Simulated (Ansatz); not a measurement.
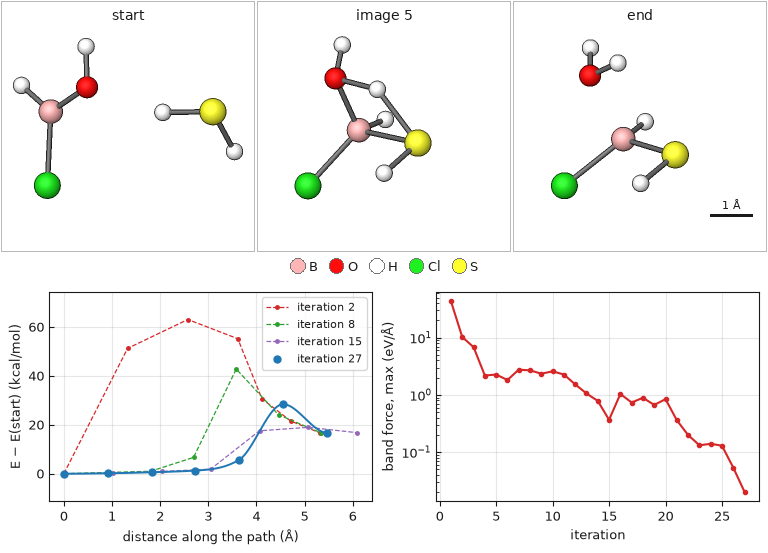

A search for the minimum-energy path of BH4SOCl, made up at the start of BH$_{2}$OCl and H2S by the nudged elastic band. Images are numbered from 0 (start) to 6 (end). The plot follows the band through its iterations. Style: ball-and-stick. Shown at a tilt.

Theory: RKS BLYP/6-31G* (Ansatz 0.2.0). Set-up: 5 movable images; climbing image; force threshold 0.05 eV/Å; iteration limit 60; starting path through a guess of the saddle point.

### How did the profile develop, and is the result final?

The result is final at these settings. The band converged in 27 iterations. The largest component of the band force went from 43 to 0.02 eV/Å. The climbing image converged on the top of the path. Its vibrational analysis gives one imaginary mode (1091i cm⁻¹), as a transition state must have. The first iteration put the highest image at 260.3 kcal/mol. The highest point, image 5, lies 28.4 kcal/mol above the start and 11.6 kcal/mol above the end; the end is at +16.8 kcal/mol relative to the start.

Limits of the set-up: the start holds two separate molecules, 2.4 Å apart at their closest, whose relative position is a soft coordinate and is computed without a dispersion correction.

The run took 4.6 min on 1 thread of Arm Neoverse V2, on a shared host, peak memory 0.12 GiB.
